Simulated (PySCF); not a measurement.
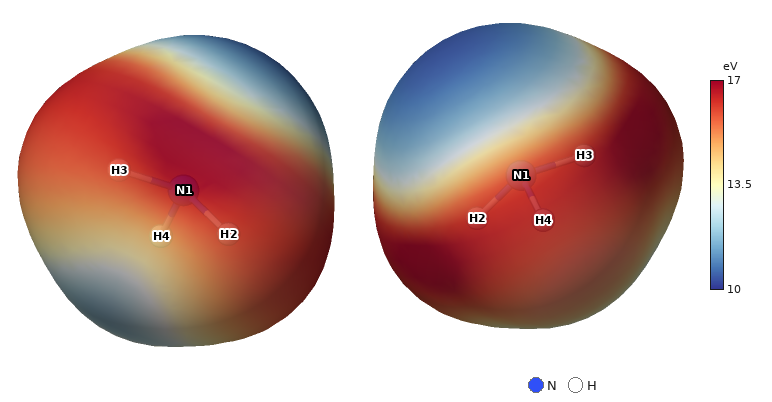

Figure. H3N, SMILES `N`. Average local ionisation energy on the surface of electron density 0.001 a.u. (back view left, front view right).

Computed with PySCF, ωB97X/def2-TZVP, geometry: GFN2-xTB. No frequency check shows the geometry to be a minimum.

Input script:

```python
import numpy as np
from pyscf import gto, scf, dft
from pyscf.scf import atom_ks, atom_hf
from scipy.linalg import block_diag

def solve(mol, dm0=None, hcore=None):
    mf = (dft.UKS if mol.spin else dft.RKS)(mol, xc='wb97x')
    mf.grids.level = 3
    mf = mf.density_fit(auxbasis='def2-universal-jkfit')
    mf.conv_tol, mf.max_cycle = 1e-8, 80
    if hcore is not None:
        mf.get_hcore = lambda *args: hcore
    mf.kernel(dm0)
    if not mf.converged:
        mf = mf.newton().run(mf.mo_coeff, mf.mo_occ, max_cycle=30)
    assert mf.converged, 'SCF not converged'
    return mf

mol = gto.M(atom='''
N      0.00002    -0.00002     0.11002
H      0.87174    -0.36201    -0.25676
H     -0.74953    -0.57379    -0.25671
H     -0.12233     0.93596    -0.25667
''', basis='def2-tzvp', charge=0, spin=0, verbose=4)
mf = solve(mol)
mf.analyze()
# spherically averaged free atoms, for the promolecule
atm = atom_ks.get_atm_nrks(mol, xc='wb97x')
pro = block_diag(*[(atm[a[0]][2] * atm[a[0]][3]) @ atm[a[0]][2].T for a in mol._atom])
np.savez('result.npz', e=mf.e_tot, c=mf.mo_coeff, occ=mf.mo_occ, eps=mf.mo_energy, pro=pro, dip=mf.dip_moment(verbose=0), s2=mf.spin_square()[0])
```

Command:

```sh
OMP_NUM_THREADS=1 python input.py
```

The run took 2.2 s on 1 thread of Intel(R) Xeon(R) 6975P-C (Granite Rapids) (shared host), peak memory 0.19 GiB.

Partitions, critical points and surface values were worked out afterwards from this run's density.

Locate the minima of the map.

The lowest value is 10.4 eV, 2.1 Å from N1. Further minima include 11.5 eV, near H2 (1.86 Å), H3 (1.88 Å), H4 (2.00 Å) and N1 (2.03 Å). For comparison, the highest occupied orbital lies at −10.1 eV.

What volume does the surface enclose, and what is the dipole moment?

About 35 Å³; the dipole moment is 1.7 D.
